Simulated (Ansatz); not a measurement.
# CuH$_{2}$Se (charge +1): what the fields show

The calculation's input:

```
crystal:
  periodic: [false, false, false]
  atoms:
    - {symbol: Cu, position_ang: [0.494964, -0.763600, -1.657238]}
    - {symbol: Se, position_ang: [-0.381530, 0.770755, 0.264579]}
    - {symbol: H, position_ang: [-1.124618, -0.280071, 0.985150]}
    - {symbol: H, position_ang: [0.790826, 0.613043, 1.145684]}
basis:
  gaussian: {orbitals: "def2-TZVPPD.json"}
total_charge: 1
hamiltonian: {xc: pbe0, dispersion: d4}
output: {orbitals: {seedname: orbitals}}
```

Launched as:

```sh
ansatz run in.yaml --threads 2 --pin off --events-out ev --progress --plain --max-ram 5222MiB
```

Geometry: rigid move from PBE0-D4/def2-TZVP.

The calculation used RKS PBE0-D4/def2-TZVPPD in Ansatz.

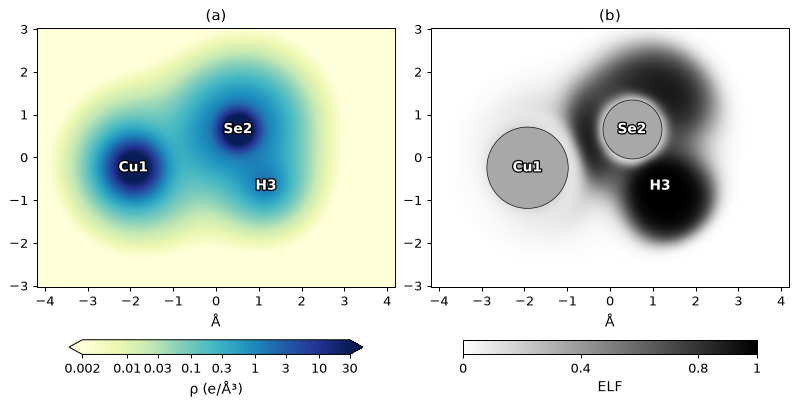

Figure 1. (a) electron density; (b) electron localisation function on the plane of atoms Cu1, Se2 and H3. Grey discs cover the atomic cores in the ELF map.

Read the bonding off the picture.

Answer.
- Atoms in the plane: Cu, Se and H.
- Cu–Se (2.61 Å): the density is about 0.36 e/Å³ at the midpoint, with its minimum of 0.32 e/Å³ about 1.1 Å from Cu; the ELF peaks at about 0.85 between the atoms.
- Se–H (1.48 Å): the density is about 1.4 e/Å³ at the midpoint; the ELF climbs to about 1 towards the hydrogen, as it does in any bond to H.

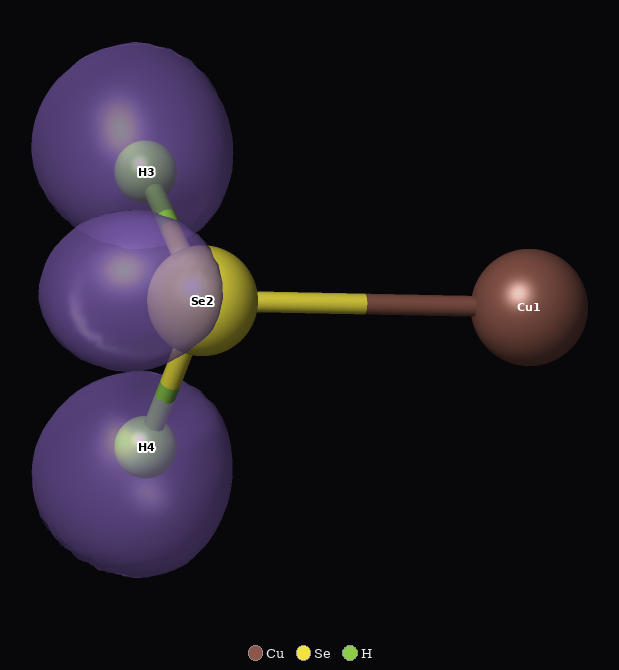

Figure 2. Isosurface of the electron localisation function at 0.9 (purple), seen at a tilt. Core shells and regions of very low density are left out.

Where are the electrons localised?

Answer. At this value the surface marks out two regions around hydrogen nuclei and one lobe on Se, pointing away from the bonds (lone pairs).

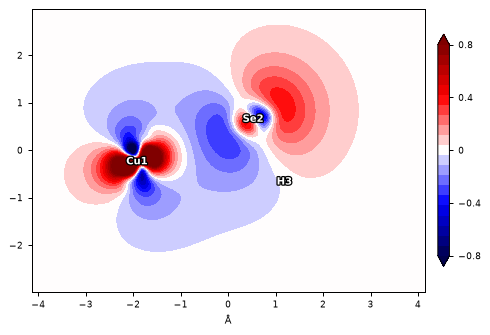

Figure 3. The HOMO on the plane of atoms Cu1, Se2 and H3 (values in Å⁻³ᐟ²; the overall sign is arbitrary).

What is the character of this orbital?

Answer. By Hirshfeld shares it lies mainly on Cu1 (about 60 %) and Se2 (about 40 %). Its energy is −13.28 eV.
